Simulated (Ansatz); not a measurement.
# BCl2 (SMILES Cl[B]Cl): U-r2SCAN/STO-3G

Aim: the electronic atomisation energy of BCl2 at U-r2SCAN/STO-3G, from 3 runs. 

The results are computed with Ansatz 0.2.0.

38 further runs of the same task are left out: 4 that didn't finish, 34 set aside as unsound or not needed.

**1. The molecule**

The species is BCl2 (3 atoms), meant as a doublet with charge 0. SMILES: `Cl[B]Cl`. The shape is that of a PBE0-D4/def2-TZVP optimisation.

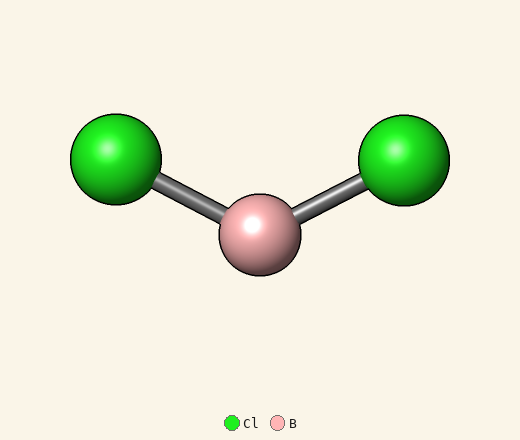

Viewed from a chosen angle; chlorine green, boron pink.

**2. A single-point energy at U-r2SCAN/STO-3G**

job.yaml reads:

```yaml
crystal:
  periodic: [false, false, false]
  atoms:
    - symbol: Cl
      position_ang: [0.371500, -1.525600, 0.030000]
    - symbol: B
      position_ang: [-0.463900, -0.050300, -0.256900]
    - symbol: Cl
      position_ang: [0.081500, 1.511100, 0.213700]
basis:
  gaussian: {orbitals: STO-3G}
magnetization: {spin_polarized: true, initial_magnetization: 1}
hamiltonian: {xc: {name: r2SCAN}}
accuracy: high
```

Command:

```console
$ ansatz run job.yaml --threads 1 --pin off --max-ram 2610MiB --events-out events.jsonl --progress --plain --runs-dir runs
```

The log of the run:

```text
Warning: RAYON_NUM_THREADS=1 ignored (pool sized by the plan → 1); use --threads N
Functional definition: r2SCAN
  name "r2SCAN"
  parameter k0 = 0.174
  parameter k1 = 0.065
  parameter a1 = 4.9479
  exchange = r2scan_x(k0 = k0, k1 = k1, a1 = a1)
  correlation = r2scan_c
404 factors; integrals over basis functions are off by at most 1.6e-8 eV
mean field evaluation 1: about -25438.3733 eV, gradient 1.0e1 eV
mean field evaluation 2: about -25437.5473 eV, gradient 1.6e1 eV
mean field evaluation 4: about -25439.3059 eV, gradient 7.7e-2 eV
mean field evaluation 8: about -25439.2919 eV, gradient 4.8e-3 eV
mean field evaluation 16: about -25439.2919 eV, gradient 1.9e-8 eV
mean field -25439.29187829 eV, -934.8767331560 hartree, gradient 2.0e-8 eV, S^2 0.755443; 0 other end points of the search recorded, 0 dependent functions left out
reference -25439.29187879 eV, -934.8767331740 hartree; 20, 19 occupied and 3, 4 virtual orbitals, 404 factors
Total energy: -25439.29187879 eV, -934.8767331740 hartree
```

Run time: 5.1 s. Hardware: 1 thread of Arm Neoverse V1, shared host; peak memory 0.22 GiB.

**3. The B atom at the same level**

molecule.yaml reads:

```yaml
crystal:
  periodic: [false, false, false]
  atoms:
    - symbol: B
      position_ang: [0.000000, 0.000000, 0.000000]
basis:
  gaussian: {orbitals: STO-3G}
magnetization: {spin_polarized: true, initial_magnetization: 1}
hamiltonian: {xc: {name: r2SCAN}}
accuracy: high
```

Run the same way, it converges to -24.25154 Eh (log not shown).

**4. The Cl atom**

in.yaml reads:

```yaml
crystal:
  periodic: [false, false, false]
  atoms:
    - {symbol: Cl, position_ang: [0.000000, 0.000000, 0.000000]}
basis:
  gaussian:
    orbitals: STO-3G
accuracy: high
magnetization:
  spin_polarized: true
  initial_magnetization: 1
hamiltonian:
  xc: r2scan
```

Command:

```console
$ ansatz run in.yaml --threads 1 --pin off --max-ram 2610MiB --events-out events.jsonl --progress --plain --runs-dir runs
```

The log of the run, cut to the lines that bear on the results:

```text
Warning: RAYON_NUM_THREADS=1 ignored (pool sized by the plan → 1); use --threads N
[... 7 set-up lines as earlier in the session ...]
42 factors; integrals over basis functions are off by at most 4.6e-9 eV
mean field evaluation 1: about -12384.2697 eV, gradient 1.5e-1 eV
mean field evaluation 2: about -12384.2697 eV, gradient 6.9e-4 eV
mean field evaluation 4: about -12384.2772 eV, gradient 8.5e-8 eV
mean field evaluation 8: about -12384.2765 eV, gradient 1.9e-5 eV
mean field evaluation 16: about -12384.2772 eV, gradient 1.4e-3 eV
mean field evaluation 32: about -12384.2788 eV, gradient 2.0e-5 eV
mean field -12384.27715194 eV, -455.1137909691 hartree, gradient 7.9e-11 eV, S^2 0.750000; 6 other end points of the search recorded, 0 dependent functions left out
reference -12384.27715219 eV, -455.1137909783 hartree; 9, 8 occupied and 0, 1 virtual orbitals, 42 factors
Total energy: -12384.27715219 eV, -455.1137909783 hartree
```

Wall time 2.2 s (1 thread of Arm Neoverse V1, shared host); peak memory 0.12 GiB.

**5. Outcome**

At U-r2SCAN/STO-3G:

| quantity | value |
| --- | --- |
| molecule: total energy | -934.87673 Eh |
| molecule: ⟨S²⟩ | 0.755 |
| B atom: total energy | -24.25154 Eh |
| B atom: ⟨S²⟩ | 0.750 |
| Cl atom: total energy | -455.11379 Eh |
| Cl atom: ⟨S²⟩ | 0.750 |
| electronic atomisation energy | 10.819 eV |

**Reading.** Taking the molecule apart into free atoms costs 10.82 eV (250 kcal/mol), before zero-point energy and without spin-orbit coupling. In a minimal basis such a difference can be off by several eV, whatever the method.
